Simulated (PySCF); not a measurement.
# CH7InOSi (SMILES [OH][InH][CH2][SiH3]) at 6 levels

We compute a comparison of 6 runs (HF/STO-3G, HF/def2-SVP, BLYP/def2-SVP, PBE0/def2-SVP, CAM-B3LYP/def2-SVPD, B3LYP/def2-TZVP) of CH7InOSi. Input form: a Python script.

Program for the calculation: PySCF 2.14.0.

### Step 1. The molecule

The species is CH7InOSi (11 atoms), meant as a singlet with charge 0. SMILES: `[OH][InH][CH2][SiH3]`. The shape is that of a PBE0-D4/def2-TZVP optimisation. This is one conformer, not always the lowest.

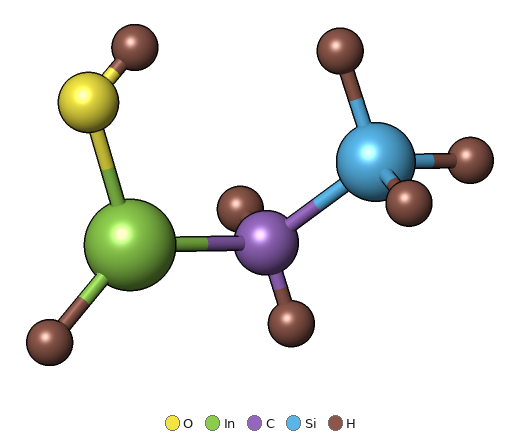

The structure, seen from a chosen angle (oxygen yellow, indium green, carbon purple, silicon blue, hydrogen brown).

### Step 2. Energy and forces at HF/STO-3G (run 1)

job.py

```python
from pyscf import gto

mol = gto.M(
    atom='''
O     -2.337000     1.136400     0.357400
In    -0.843200     0.469900     1.498000
C      0.519500    -0.827900     0.450100
Si     1.035500    -0.140600    -1.200700
H     -2.279400     0.841600    -0.554200
H     -0.924400     1.051300     3.100100
H     -0.003900    -1.778400     0.302900
H      1.385400    -1.020800     1.087700
H      1.981100    -1.032000    -1.928500
H     -0.162600     0.058900    -2.063700
H      1.694400     1.184600    -1.028700
''',
    basis='sto-3g',
    verbose=3,
    charge=0,
    max_memory=1860,
)

myscf = mol.RHF()
myscf.conv_tol = 1e-10
myscf.kernel()
if not myscf.converged:
    myscf = myscf.newton().run(myscf.mo_coeff, myscf.mo_occ)

e_final = myscf.e_tot
print('E(%s) = %.9f' % ('HF', e_final))
grad = myscf.nuc_grad_method().kernel()
dip = myscf.dip_moment()
pop, q = myscf.mulliken_pop()
```

Command:

```
$ OMP_NUM_THREADS=1 python job.py
```

The program printed:

```text
converged SCF energy = -6083.81198631015
[... 9 lines left out ...]
Dipole moment(X, Y, Z, Debye):  1.12510, -1.10488,  0.51802
[... 65 lines left out ...]
charge of   10H =     -0.17730
```

Run time: 17 s. Hardware: 1 thread of Intel Xeon at 2.50GHz (Skylake/Cascade Lake), shared host; peak memory 0.12 GiB.

### Step 3. Energy and forces at HF/def2-SVP (core potential) (run 2)

calc.py

```python
from pyscf import gto, scf

system = gto.M(
    atom='''
O       -2.337000       1.136400       0.357400
In      -0.843200       0.469900       1.498000
C        0.519500      -0.827900       0.450100
Si       1.035500      -0.140600      -1.200700
H       -2.279400       0.841600      -0.554200
H       -0.924400       1.051300       3.100100
H       -0.003900      -1.778400       0.302900
H        1.385400      -1.020800       1.087700
H        1.981100      -1.032000      -1.928500
H       -0.162600       0.058900      -2.063700
H        1.694400       1.184600      -1.028700
''',
    max_memory=1860,
    ecp={'In': 'def2-svp'},
    basis='def2-svp',
    spin=0,
    charge=0,
    verbose=4,
)

mf = scf.RHF(system)
mf.conv_tol = 1e-10
mf.kernel()
if not mf.converged:
    mf = mf.newton().run(mf.mo_coeff, mf.mo_occ)

e_tot = mf.e_tot
print('E(%s) = %.9f' % ('HF', e_tot))
grad = mf.nuc_grad_method().kernel()
dip = mf.dip_moment()
pop, q = mf.mulliken_pop()
```

Command:

```
$ OMP_NUM_THREADS=1 python calc.py
```

The program printed:

```text
PySCF version 2.14.0

[... 69 lines left out ...]
converged SCF energy = -594.752567098244
[... 12 lines left out ...]
Dipole moment(X, Y, Z, Debye):  1.93000, -1.96541,  0.58958
[... 119 lines left out ...]
charge of   10H =     -0.15320
```

Wall time 42 s (1 thread of Intel Xeon at 2.50GHz (Skylake/Cascade Lake), shared host); peak memory 0.24 GiB.

Runs 3 to 5 aren't shown in full; the table further down has their settings and results.

### Step 4. Energy and gradient at B3LYP/def2-TZVP (core potential) (run 6)

run.py

```python
import pyscf.grad
from pyscf import gto, dft

molecule = gto.M(
    atom=[
    ('O', (-2.337000, 1.136400, 0.357400)),
    ('In', (-0.843200, 0.469900, 1.498000)),
    ('C', (0.519500, -0.827900, 0.450100)),
    ('Si', (1.035500, -0.140600, -1.200700)),
    ('H', (-2.279400, 0.841600, -0.554200)),
    ('H', (-0.924400, 1.051300, 3.100100)),
    ('H', (-0.003900, -1.778400, 0.302900)),
    ('H', (1.385400, -1.020800, 1.087700)),
    ('H', (1.981100, -1.032000, -1.928500)),
    ('H', (-0.162600, 0.058900, -2.063700)),
    ('H', (1.694400, 1.184600, -1.028700)),
],
    basis='def2-tzvp',
    ecp={'In': 'def2-svp'},
    max_memory=1860,
    verbose=4,
)

mf = dft.RKS(molecule, xc='b3lyp')
mf.grids.level = 5
mf.conv_tol = 1e-10
mf.kernel()
if not mf.converged:
    mf = mf.newton().run(mf.mo_coeff, mf.mo_occ)

energy = mf.e_tot
print('E = %.10f Eh' % energy)
grad = mf.Gradients().kernel()
dip = mf.dip_moment()
pop, q = mf.mulliken_pop()
```

Command:

```
$ OMP_NUM_THREADS=1 python run.py
```

The program printed:

```text
PySCF version 2.14.0

[... 85 lines left out ...]
converged SCF energy = -597.322736692684
[... 13 lines left out ...]
Dipole moment(X, Y, Z, Debye):  1.66636, -1.78793,  0.50666
[... 203 lines left out ...]
charge of   10H =     -0.06041
```

It took 7 min on 1 thread of Intel Xeon at 2.50GHz (Skylake/Cascade Lake), shared host; peak memory 2.8 GiB.

### Step 5. Overview of the runs

```tsv
run	level	core potential	integration grid	energy (Eh)	dipole moment (D)	HOMO energy (eV)	LUMO energy (eV)	wall time
1	HF/STO-3G	–	–	-6083.811986	1.66	-7.44	6.27	17 s
2	HF/def2-SVP (core potential)	def2-svp	–	-594.752567	2.82	-10.56	1.35	42 s
3	BLYP/def2-SVP (core potential)	def2-svp	5	-596.866943	2.10	-6.17	-1.79	2.3 min
4	PBE0/def2-SVP (core potential)	def2-svp	5	-596.714574	2.35	-7.66	-1.15	2.6 min
5	CAM-B3LYP/def2-SVPD (core potential)	def2-svp	5	-596.919862	2.69	-9.13	-0.51	8.8 min
6	B3LYP/def2-TZVP (core potential)	def2-svp	5	-597.322737	2.50	-7.54	-1.55	7 min
```

### Step 6. Results

| quantity | value |
| --- | --- |
| run 6: total energy | -597.32274 Eh |
| run 6: dipole moment | 2.50 D |
| run 6: HOMO energy | -7.54 eV |
| run 6: LUMO energy | -1.55 eV |
| run 6: HOMO–LUMO gap | 5.99 eV |
| run 6: largest force on an atom | 0.304 eV/Å |

In words: The dipole moment (its size) runs from 1.66 D (HF/STO-3G) to 2.82 D (HF/def2-SVP). The two ends differ in basis and core potential. The HOMO–LUMO gap runs from 4.38 eV (BLYP/def2-SVP) to 13.71 eV (HF/STO-3G). The two ends differ in method and basis and core potential. Totals of different functionals can't be ranked against each other. Some runs of one species differ in core potentials or relativity; totals across that change don't compare. In run 1 the basis is minimal, so the values are rough. In run 1 relativity is left out where basis or elements ask for it. All runs together took 22 min, the longest 8.8 min.
